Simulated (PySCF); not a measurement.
**BH8N3Si (SMILES NB(N)N[SiH3]): density, localisation and related maps**

```xyz
13

N    -1.6562    1.1765    0.7273
B    -0.7601    0.2507    0.1462
N    -1.2580   -0.8538   -0.5735
N     0.6573    0.4432    0.2965
Si    1.9654   -0.5053   -0.2876
H    -2.6529    1.1000    0.6470
H    -1.3610    1.9866    1.2388
H    -0.6601   -1.5346   -1.0004
H    -2.2355   -1.0321   -0.7066
H     0.9078    1.2573    0.8336
H     3.1806    0.1811    0.1602
H     1.9435   -0.5971   -1.7561
H     1.9248   -1.8719    0.2569
```

Geometry: GFN2-xTB.

These are results of PBE0/def2-SVPD, SCF density, gas phase in PySCF, not measurements.

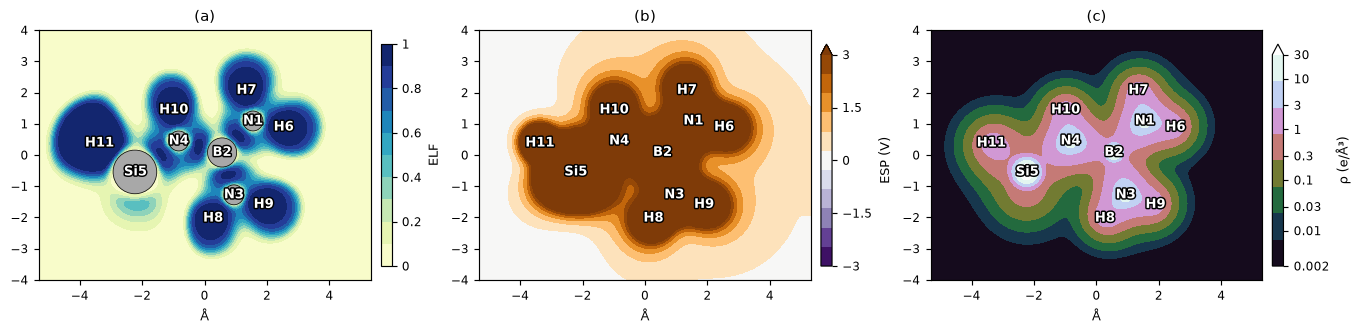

Figure 1. (a) electron localisation function; (b) electrostatic potential; (c) total electron density on the plane of atoms N4, Si5 and H11. Grey discs cover the atomic cores in the ELF map.

> What do the fields say about this system?

The section cuts through N, B, Si and H sites. B–N (1.41 Å): ρ is about 1.9 e/Å³ halfway; the ELF peaks at about 0.95 between the atoms, as expected for a short, strongly polar bond. Si–N (1.72 Å): ρ is about 1.1 e/Å³ halfway; the ELF peaks at about 0.90 between the atoms: a shared but strongly polarised pair. N–H (1.00 Å): ρ at the midpoint is about 2.8 e/Å³; the ELF climbs to about 1 towards the hydrogen, as it does in any bond to H (an ordinary covalent bond to hydrogen). Si–H (1.47 Å): the density is about 0.79 e/Å³ at the midpoint; the ELF climbs to about 1 towards the hydrogen. The potential has no marked negative region in this plane.

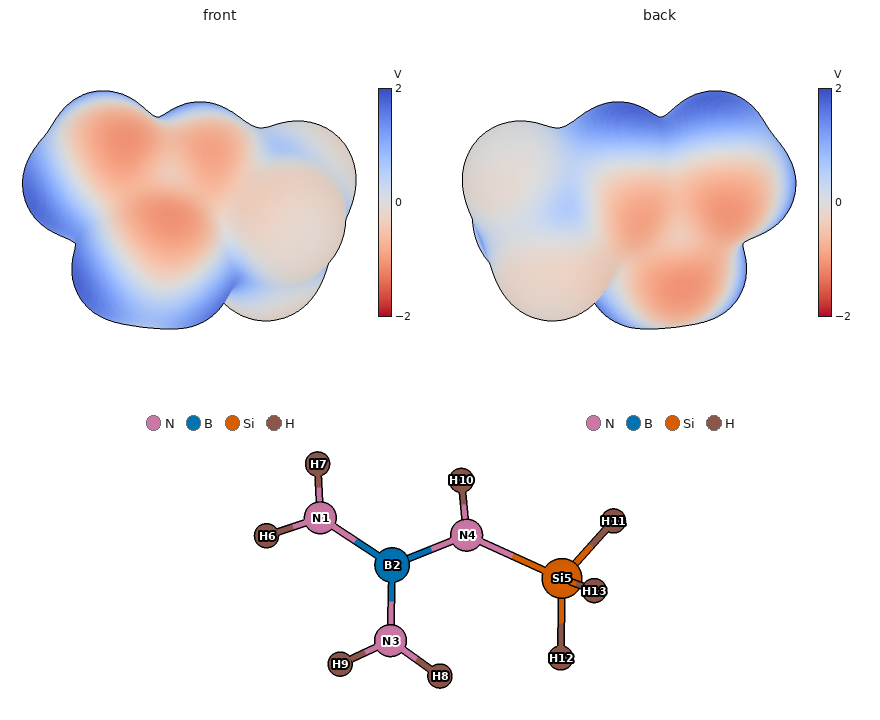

Figure 2. The electrostatic potential painted on the density surface at 0.002 e/bohr³, seen from the front and from behind; the colour scale runs from red (negative) to blue (positive). The bare structure is drawn below in the same view.

> Where is the surface potential most negative and most positive?

The most negative region (about −1.0 V, or −23 kcal/mol for a unit charge) lies over N1 and N3, the most positive (about +1.7 V, or +39 kcal/mol for a unit charge) over H6, H7, H9 and H10.

> What dipole moment does the calculation give?

Its dipole moment is 1.36 D.
